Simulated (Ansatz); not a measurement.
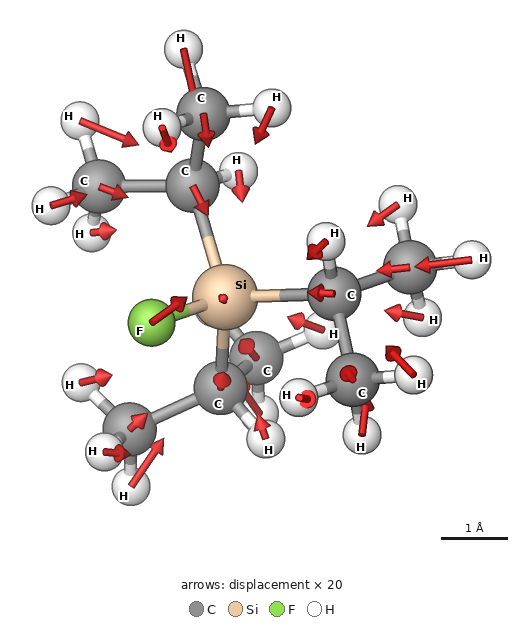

A relaxation of C₉H₂₁FSi. The starting structure is drawn; red arrows show the displacements, 20 times their true length. The two geometries are superimposed by the best rigid fit.

The picture is a ball-and-stick view, seen from a free direction.

The start comes from PBE-D4/def2-SVP.

These are results of RKS PBE0-D4/def2-TZVP in Ansatz 0.2.0, not measurements. Settings: force threshold 0.005 eV/Å; at most 150 steps.

### Describe the change and its energy.

The largest moves after the best rigid fit, 0.050 Å, are those of H atoms. By element the largest moves are H 0.050 Å, F 0.041 Å, C 0.032 Å, Si 0.008 Å. Among the contacts that change: F–Si 1.666 → 1.619 Å, C–Si 1.909 → 1.887 Å, C–H 1.111 → 1.095 Å, C–C 1.538 → 1.528 Å. After 4 geometry steps the energy has fallen by 0.151 eV. The largest force component goes from 0.89 to 0.0046 eV/Å. The run took about 9 s of wall time on a shared GPU.
